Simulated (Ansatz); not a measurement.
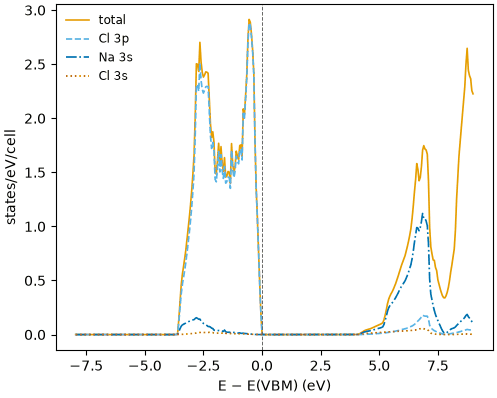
*Total and projected density of states of NaCl (CsCl type, space group No. 221), LDA (plane waves, PAW; program Ansatz)*

**Question.** Which orbitals carry the states next to the gap?

**Answer.** Top 1 eV of the valence band: Cl 3p 99 %. Bottom 1 eV of the conduction band: Na 3s 65 %, Cl 3s 23 %, Cl 3p 8 %. Projections are on Löwdin-orthogonalised atomic valence shells; empty p or d shells of many metals are not among them.

**Question.** Where is the tallest occupied peak in this window, and what makes it?

**Answer.** Near -0.5 eV, about 2.9 states/eV per cell; the largest projected share is Cl 3p.

Space group Pm-3m (CsCl type). This is a known high-pressure phase of the composition, computed here at zero pressure and temperature. Symmetry was held in the LDA relaxation. At this level the phase is dynamically unstable (imaginary phonons).

Potentials: the later of the program's two PAW sets.
